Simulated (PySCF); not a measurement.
```xyz
14

C    -1.6462    0.0445   -0.9483
Si   -0.2104   -0.1389    0.3059
O    -0.7520    0.1556    1.8242
Si    1.4765    1.4476    0.0990
P     0.3180   -2.3443    0.2112
H    -2.1502    0.9991   -0.8262
H    -2.3884   -0.7413   -0.8228
H    -1.2876   -0.0100   -1.9718
H    -1.4097   -0.3921    2.2478
H     0.9437    2.7831   -0.1856
H     2.3069    1.5570    1.3013
H     2.3876    1.1144   -1.0041
H     0.8542   -2.2795   -1.0595
H     1.5569   -2.1955    0.8068
```

Geometry: GFN2-xTB.

The calculation used PBE0/def2-SVPD, SCF density, gas phase (PySCF).

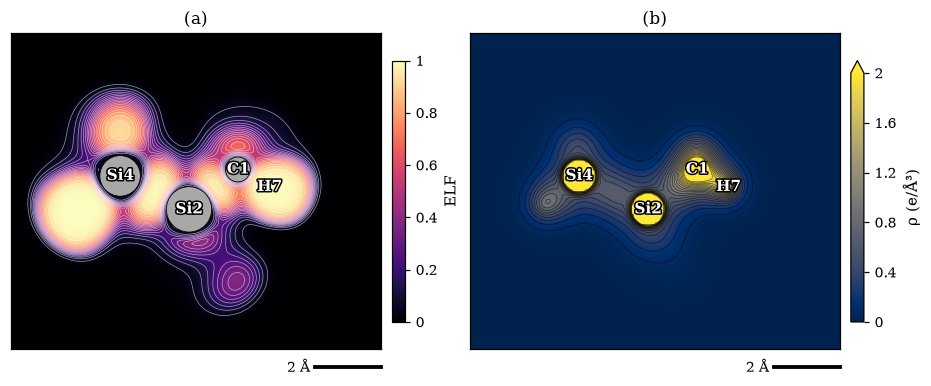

CH$_{9}$OPSi$_{2}$. (a) ELF; (b) total electron density on the plane of atoms Si2, C1 and H7. Grey discs cover the atomic cores in the ELF map.

Interpret the plot.

- Atoms in the plane: C, Si and H.
- C–Si (1.92 Å): ρ is about 0.91 e/Å³ halfway; the ELF peaks at about 0.95 between the atoms, as expected for a covalent bond.
- Si–Si (2.32 Å): ρ is about 0.67 e/Å³ halfway; the ELF peaks at about 1 between the atoms, as expected for localised, covalent bonding.
- C–H (1.09 Å): ρ at the midpoint is about 1.9 e/Å³; the ELF climbs to about 1 towards the hydrogen, as it does in any bond to H (an ordinary covalent bond to hydrogen).
